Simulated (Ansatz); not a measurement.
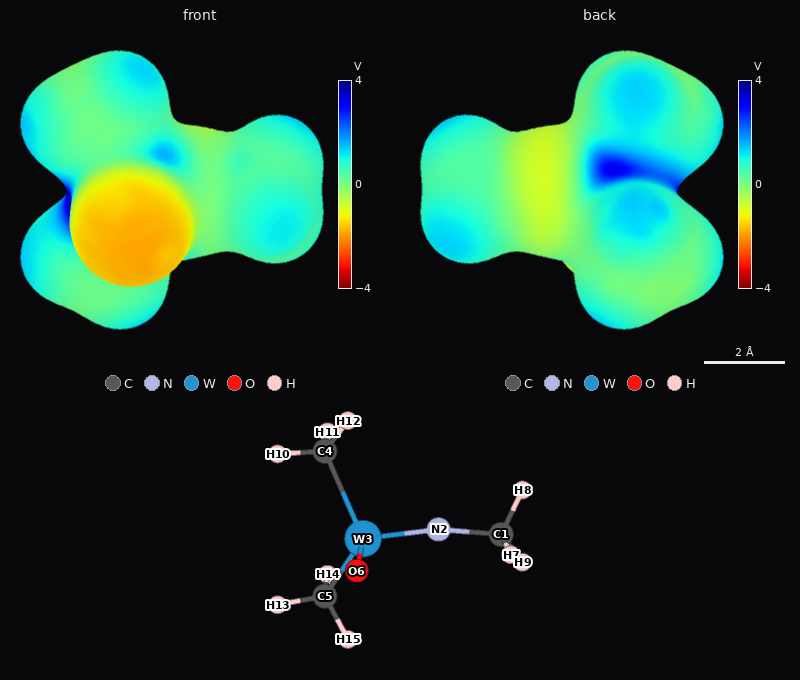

The picture shows: C₃H₉NOW (SMILES C[N]=[W]([CH3])([CH3])=[O]). The molecular electrostatic potential painted on the density surface at 0.004 e/bohr³, seen from the front and from behind; the colour scale runs from red (negative) to blue (positive). The bare structure is drawn below in the same view.

Geometry: PBE0-D4/def2-TZVP; core potentials replace the inner electrons of W.

All numbers below come from RKS PBE0-D4/def2-TZVPP (Ansatz).

```xyz
15

C    -0.9354   -1.8183    1.6147
N    -0.5044   -0.8881    0.6332
W     0.4189    0.4937    0.0941
C     1.7195   -0.2129   -1.4252
C    -0.9904    1.9238   -0.5898
O     1.3317    1.1491    1.3785
H    -0.4760   -1.6211    2.5900
H    -0.6768   -2.8382    1.3115
H    -2.0233   -1.7723    1.7303
H     2.3517    0.6077   -1.7827
H     1.1216   -0.5947   -2.2604
H     2.3718   -1.0213   -1.0869
H    -0.4694    2.8321   -0.9130
H    -1.5423    1.5057   -1.4393
H    -1.7193    2.2040    0.1742
```

Q: Which sites attract a positive test charge, and which a negative one?

A: A positive charge is drawn to the negative regions and a negative charge to the positive ones. The most negative region (about −1.9 V, or −44 kcal/mol for a unit charge) lies over O6, the most positive (about +3.2 V, or +74 kcal/mol for a unit charge) over W3. O6 is the likeliest acceptor of a hydrogen bond.
